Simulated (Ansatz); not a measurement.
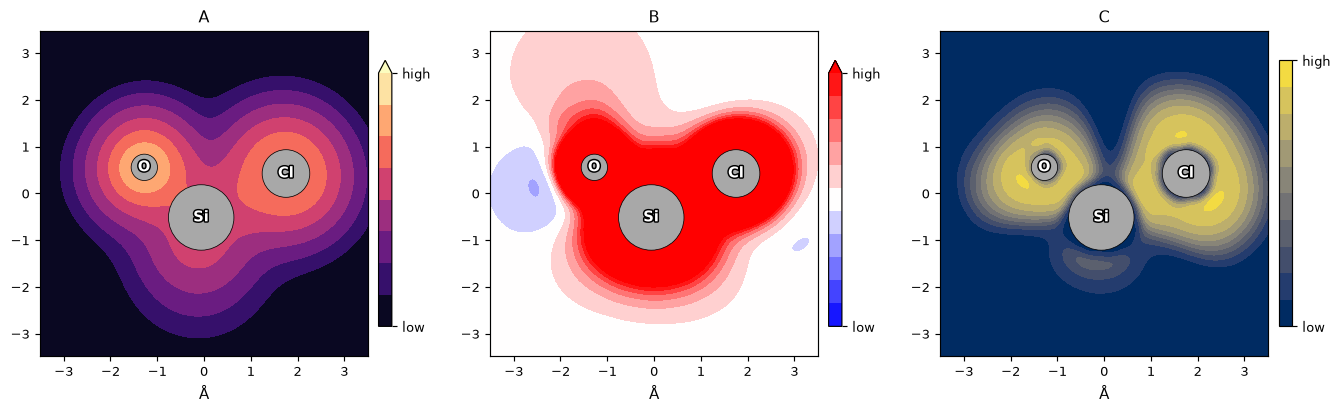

Cl2H2OSi: 3 fields on the plane of atoms Cl3, Si1 and O5, with unlabelled colour scales. Grey discs cover the atomic cores.

The product side of a reaction path; geometry: PBE0-D4/def2-TZVP.

All numbers below come from RKS PBE0-D4/def2-TZVPP in Ansatz 0.2.0.

> The panels show electron density, electron localisation function and electrostatic potential in some order. Assign them.

Panel A: electron density. Panel B: electrostatic potential (strongly positive close to the atoms, with negative regions outside electron-rich atoms). Panel C: electron localisation function. From the grid: Si–O (1.62 Å): ρ is about 1.2 e/Å³ halfway; the ELF peaks at about 0.85 between the atoms, as expected for a polar covalent bond. Si–Cl (2.04 Å): the density is about 0.94 e/Å³ at the midpoint; the ELF peaks at about 0.90 between the atoms; a shared but strongly polarised pair.
